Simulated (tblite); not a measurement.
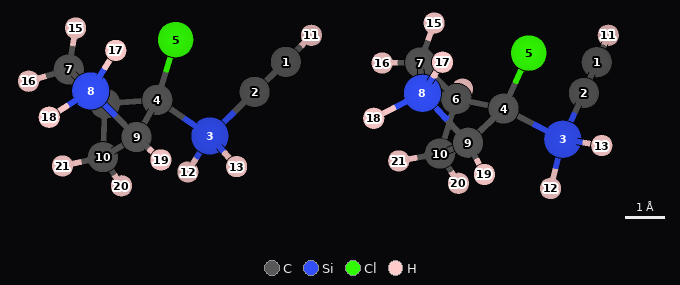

Two geometries of C7H11ClSi2, drawn at one scale. One is the start of a relaxation, the other its converged end. Style: ball-and-stick. Shown at a tilt.

Theory: GFN2-xTB geometry optimisation, gas phase in tblite. 

Q: Which geometry has the lower energy?

A: The right one is the relaxed one. After 133 geometry steps the energy has fallen by 64.7 kJ/mol. The atom that moves furthest after the best rigid fit is an H atom (1.38 Å). By element the largest moves are H 1.38 Å, C 0.91 Å, Cl 0.69 Å, Si 0.52 Å. Among the contacts that change: Cl–Si 2.852 → 3.045 Å, C–C 1.480 → 1.538 Å, C–Si 1.789 → 1.847 Å, C–Cl 1.757 → 1.798 Å. Bond angles that change, for instance: Si–C–C 106.2° → 118.3°, Si–C–Cl 114.9° → 104.0°, C–C–H 108.9° → 116.4°. Groups turn about C–Si by about 40°. The run took 2.7 s on 1 thread of Arm Neoverse N1, on a shared host.
